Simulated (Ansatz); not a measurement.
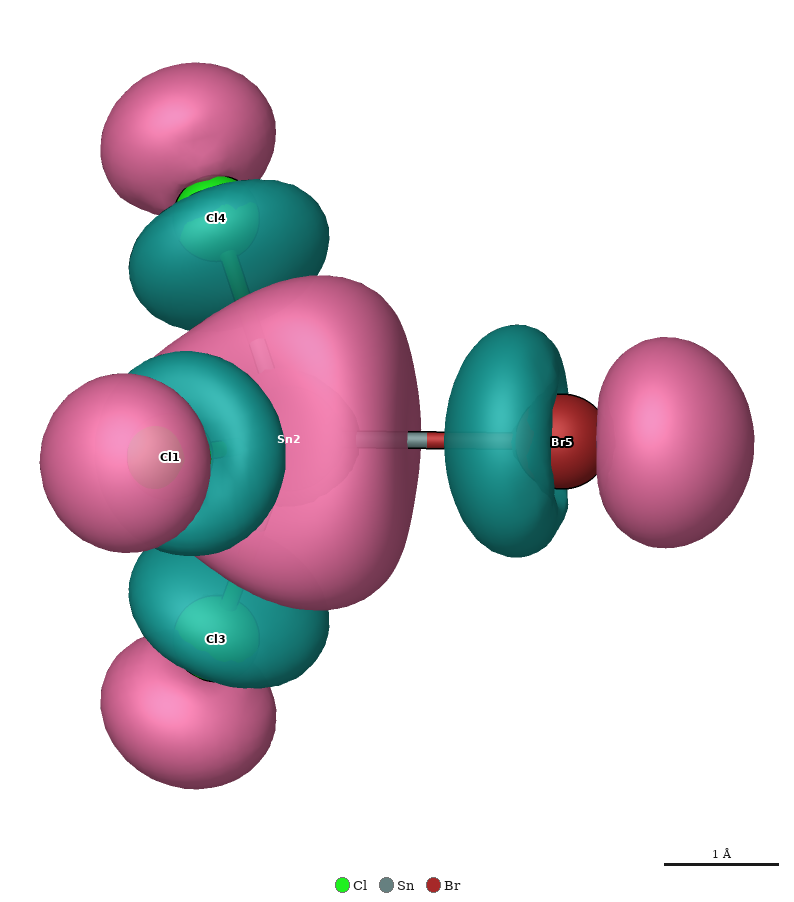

Figure. BrCl3Sn. The LUMO at ±0.1 Å⁻³ᐟ² (teal and pink are the two phases), seen across its widest extent.

Geometry: PBE0-D4/def2-TZVP; core potentials replace the inner electrons of Sn.

Level of theory: RKS PBE0-D4/def2-TZVPP (Ansatz).

```xyz
5

Cl   -1.0544   -0.2764    2.0091
Sn    0.0087   -0.0293   -0.0049
Cl    2.0815   -0.9953    0.1288
Cl   -1.2070   -1.1061   -1.6206
Br    0.2211    2.3333   -0.5538
```

Q: Describe this orbital and give its energy.

A: By Hirshfeld shares it lies mainly on Sn2 (about 35 %), Br5 (about 20 %), Cl3 (about 15 %), Cl1 (about 15 %) and Cl4 (about 15 %). Its energy is −3.26 eV.
